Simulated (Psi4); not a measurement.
# C2H2F (SMILES C=[C]F): U-wB97M-V/aug-cc-pVQZ (density fitting, sweep point 3)

Aim: the vertical electron affinity of C2H2F at U-wB97M-V/aug-cc-pVQZ (density fitting, sweep point 3), from 2 runs. 

Program for the calculation: Psi4 1.11.

## 1. The system as given

The species is C2H2F (5 atoms), meant as a doublet with charge 0. As SMILES, `C=[C]F`. The shape is that of a PBE0-D4/def2-TZVP optimisation.

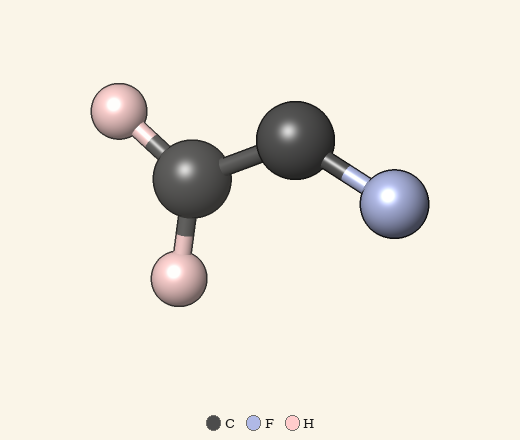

The structure, seen from a chosen angle (carbon dark grey, fluorine light blue, hydrogen pink).

## 2. The energy at U-wB97M-V/aug-cc-pVQZ (density fitting, sweep point 3)

Input file input.in:

```
memory 1.6 GB

molecule mol {
  0 2
  C      0.92256429    -0.37870112     0.01587370
  C     -1.12004067     0.74398518     0.84489655
  F     -3.26091140     1.18958260    -0.28138022
  H      1.01043656    -1.11569430    -1.89993065
  H      2.54205958    -0.57863414     1.24249493
  units bohr
  symmetry c1
}

set {
  basis aug-cc-pVQZ
  reference uks
  puream true
  scf_type df
  dft_radial_points 99
  dft_spherical_points 590
  maxiter 150
}

e_tot = energy("wb97m-v")
```

Started as:

```
psi4 -i input.in -o input.out -n 1
```

input.out:

```text
[...]
  Running in c1 symmetry.
[...]
  Nuclear repulsion =   60.961139755024917
[...]
  Multiplicity = 2
[...]
  Nalpha       = 12
  Nbeta        = 11
[...]
    Number of basis functions: 332
[...]
   @DF-UKS iter   1:  -177.01391927981950   -5.22400e-01   1.67631e-03 DIIS/ADIIS
[...]
   @DF-UKS iter  10:  -177.15826025340024   -7.56529e-07   2.72656e-07 DIIS
[...]
   @S^2 Observed:                7.598373201E-01
[...]
    Orbital Energies [Eh]
    ---------------------
    Alpha Occupied:
       1A    -24.960639     2A    -10.460486     3A    -10.355076
       4A     -1.414737     5A     -0.909678     6A     -0.745368
       7A     -0.637804     8A     -0.622216     9A     -0.614587
      10A     -0.538283    11A     -0.383184    12A     -0.364228
    Alpha Virtual:
      13A      0.014951    14A      0.029900    15A      0.037009
      16A      0.052090    17A      0.066343    18A      0.070532
      19A      0.074426    20A      0.106312    21A      0.107058
      22A      0.114855    23A      0.137267    24A      0.148809
      25A      0.163232    26A      0.170596    27A      0.185690
[...]
  @DF-UKS Final Energy:  -177.15826025340024
   => Energetics <=
    Nuclear Repulsion Energy =             60.9611397550249166
    One-Electron Energy =                -362.8658012120380931
    Two-Electron Energy =                 140.4253384266997671
    DFT Exchange-Correlation Energy =     -15.7734916193241581
    Empirical Dispersion Energy =           0.0000000000000000
    VV10 Nonlocal Energy =                  0.0945543962372926
    Total Energy =                       -177.1582602534002433
[...]
 Multipole Moments:
 ------------------------------------------------------------------------------------
     Multipole            Electronic (a.u.)      Nuclear  (a.u.)        Total (a.u.)
 ------------------------------------------------------------------------------------
 L = 1.  Multiply by 2.5417464519 to convert [e a0] to [Debye]
 Dipole X            :         -3.7151010            4.0554146            0.3403135
 Dipole Y            :          1.5358461           -1.7111878           -0.1753417
 Dipole Z            :          0.1267849           -0.2330006           -0.1062157
 Magnitude           :                                                    0.3972905
[...]
```

Wall time 7 min (1 thread of Intel Xeon Platinum 8375C at 2.90GHz (Ice Lake), shared host); peak memory 1.4 GiB.

## 3. The singlet anion, same level

Input file calc.inp:

```
memory 1600 mb

molecule {
  -1 1
  C      0.92256429    -0.37870112     0.01587370
  C     -1.12004067     0.74398518     0.84489655
  F     -3.26091140     1.18958260    -0.28138022
  H      1.01043656    -1.11569430    -1.89993065
  H      2.54205958    -0.57863414     1.24249493
  units au
  symmetry c1
}

set {
  basis                aug-cc-pVQZ
  puream               true
  scf_type             df
  dft_radial_points    99
  dft_spherical_points 590
}

e = energy('wb97m-v')
```

Started as:

```
psi4 calc.inp calc.out -n 1
```

calc.out:

```text
[...]
  Running in c1 symmetry.
[...]
  Nuclear repulsion =   60.961139755024917
[...]
  Multiplicity = 1
[...]
  Nalpha       = 12
  Nbeta        = 12
[...]
    Number of basis functions: 332
[...]
   @DF-RKS iter   1:  -176.91336566146185   -4.21847e-01   2.12165e-03 ADIIS/DIIS
[...]
   @DF-RKS iter  10:  -177.18738562859679   -6.30795e-07   2.11628e-07 DIIS
[...]
    Orbital Energies [Eh]
    ---------------------
    Doubly Occupied:
       1A    -24.703185     2A    -10.154627     3A    -10.103487
       4A     -1.158546     5A     -0.647968     6A     -0.493073
       7A     -0.380555     8A     -0.371987     9A     -0.357964
      10A     -0.300251    11A     -0.129338    12A     -0.040155
[...]
  @DF-RKS Final Energy:  -177.18738562859679
   => Energetics <=
    Nuclear Repulsion Energy =             60.9611397550249166
    One-Electron Energy =                -368.6956637831929129
    Two-Electron Energy =                 146.3321175450281260
    DFT Exchange-Correlation Energy =     -15.8819898669478548
    Empirical Dispersion Energy =           0.0000000000000000
    VV10 Nonlocal Energy =                  0.0970107214909408
    Total Energy =                       -177.1873856285967861
[...]
 Multipole Moments:
 ------------------------------------------------------------------------------------
     Multipole            Electronic (a.u.)      Nuclear  (a.u.)        Total (a.u.)
 ------------------------------------------------------------------------------------
 L = 1.  Multiply by 2.5417464519 to convert [e a0] to [Debye]
 Dipole X            :         -4.3849190            4.0554146           -0.3295044
 Dipole Y            :          1.4942005           -1.7111878           -0.2169873
 Dipole Z            :         -0.7198553           -0.2330006           -0.9528559
 Magnitude           :                                                    1.0313055
[...]
```

Run time: 4.8 min. Hardware: 1 thread of Intel Xeon Platinum 8375C at 2.90GHz (Ice Lake), shared host; peak memory 1.4 GiB.

## 4. Summary of results

At U-wB97M-V/aug-cc-pVQZ (density fitting, sweep point 3):

| quantity | value |
| --- | --- |
| doublet C2H2F: total energy | -177.15826 Eh |
| doublet C2H2F: dipole moment | 1.01 D |
| doublet C2H2F: HOMO energy (highest over α and β) | -9.91 eV |
| doublet C2H2F: LUMO energy (lowest over α and β) | -0.74 eV |
| doublet C2H2F: ⟨S²⟩ | 0.760 |
| singlet anion: total energy | -177.18739 Eh |
| singlet anion: HOMO energy | -1.09 eV |
| singlet anion: LUMO energy | 3.27 eV |
| singlet anion: HOMO–LUMO gap (to an unbound level, set by the basis) | 4.36 eV |
| vertical electron affinity (to the singlet anion) | 0.793 eV |

**Reading.** At fixed nuclei the extra electron is bound by 0.79 eV (18.3 kcal/mol).
